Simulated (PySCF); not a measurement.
# C$_{6}$H$_{11}$BP (doublet): what the fields show

```yaml
atoms:
  - { symbol: C, position_ang: [-2.1417, 0.6755, -0.2567] }
  - { symbol: C, position_ang: [-1.8476, -0.3722, -1.2101] }
  - { symbol: B, position_ang: [-0.8905, -0.3390, 0.1652] }
  - { symbol: P, position_ang: [-1.2730, -1.5629, 1.5940] }
  - { symbol: C, position_ang: [0.5767, 0.0405, -0.0966] }
  - { symbol: C, position_ang: [1.2327, 0.8045, -1.0016] }
  - { symbol: C, position_ang: [2.5877, 0.5883, -0.4074] }
  - { symbol: C, position_ang: [1.8651, -0.3013, 0.6318] }
  - { symbol: H, position_ang: [-1.8353, 1.6846, -0.4872] }
  - { symbol: H, position_ang: [-3.0480, 0.6110, 0.3273] }
  - { symbol: H, position_ang: [-2.5244, -1.2111, -1.2780] }
  - { symbol: H, position_ang: [-1.3548, -0.1181, -2.1343] }
  - { symbol: H, position_ang: [-2.3508, -0.9636, 2.2277] }
  - { symbol: H, position_ang: [-0.3526, -1.1624, 2.5473] }
  - { symbol: H, position_ang: [0.9202, 1.3918, -1.8474] }
  - { symbol: H, position_ang: [3.3000, 0.0657, -1.0468] }
  - { symbol: H, position_ang: [3.0708, 1.4764, 0.0012] }
  - { symbol: H, position_ang: [2.1372, -1.3551, 0.6049] }
  - { symbol: H, position_ang: [1.9187, 0.0566, 1.6593] }
```

Geometry: GFN2-xTB.

All numbers below come from PySCF 2.14.0, density-fitted response routines, UKS B3LYP, pcH-1 on B C H P, non-relativistic, mean-field spin-orbit, GIAO.

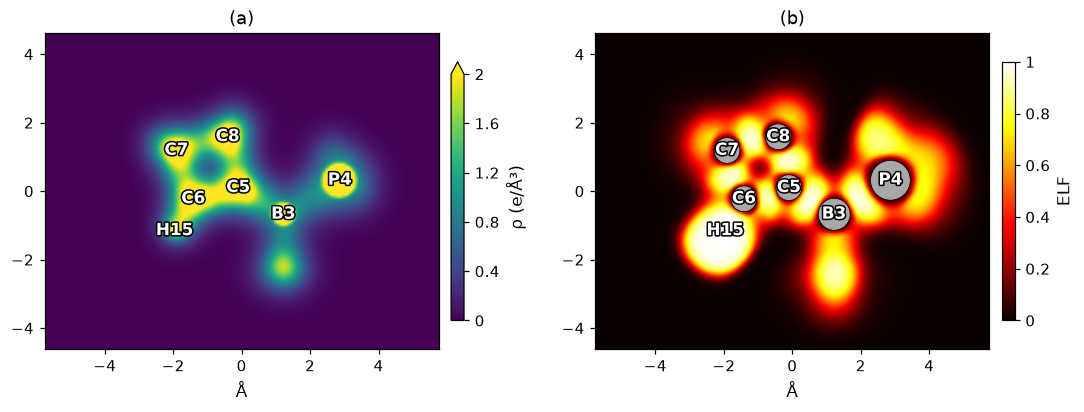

Figure 1. (a) total electron density; (b) electron localisation function on the plane of atoms C7, C6 and H15. Grey discs cover the atomic cores in the ELF map.

Q: Read the bonding off the picture.

A: Atoms in the plane: B, P, C and H.
C–C (1.35 Å): ρ is about 2.2 e/Å³ halfway; the ELF peaks at about 0.90 between the atoms: a covalent bond.
C–B (1.54 Å): ρ at the midpoint is about 1.5 e/Å³; the ELF peaks at about 1 between the atoms, as expected for a covalent bond.
B–P (1.92 Å): ρ is about 0.98 e/Å³ halfway; the ELF peaks at about 0.95 between the atoms (localised, covalent bonding).
C–H (1.08 Å): ρ is about 2 e/Å³ halfway; the ELF climbs to about 1 towards the hydrogen, as it does in any bond to H: an ordinary covalent bond to hydrogen.
C–C (1.50 Å): ρ is about 1.7 e/Å³ halfway; the ELF peaks at about 0.95 between the atoms; localised, covalent bonding.

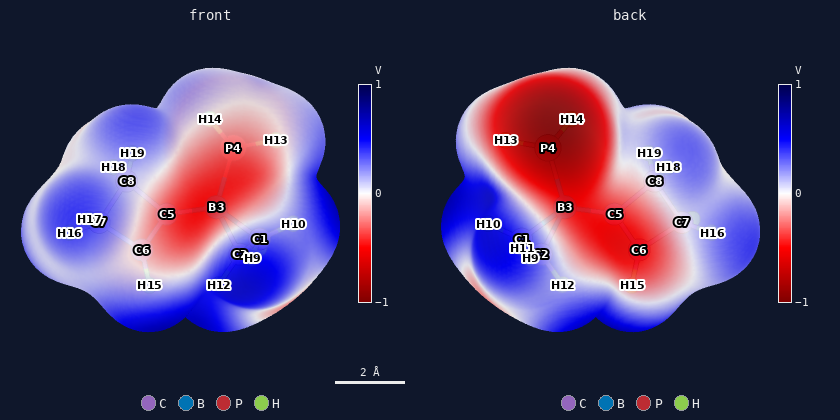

Figure 2. The molecular electrostatic potential painted on the density surface at 0.001 e/bohr³, seen from the front and from behind; the colour scale runs from red (negative) to blue (positive).

Q: Describe the electrostatic potential map.

A: The most negative region (about −1.0 V) lies over P4, the most positive (about +0.7 V) over H9, H10, H12 and H15.

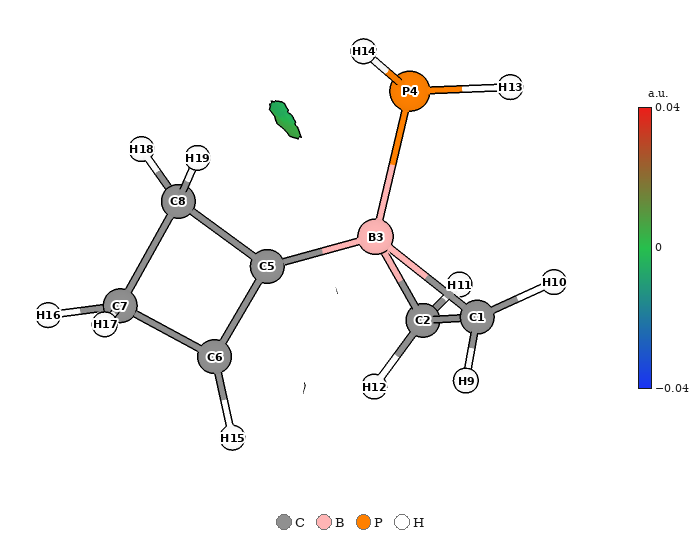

Figure 3. Non-covalent interaction (NCI) plot: the surface where the reduced density gradient is 0.5, for densities under 0.05 a.u., coloured by sign(λ₂)ρ; seen at a tilt.

Q: Which non-covalent interactions does the plot reveal?

A: Between H14 and P4 on one side and C8 and H19 on the other: a weak contact (green).
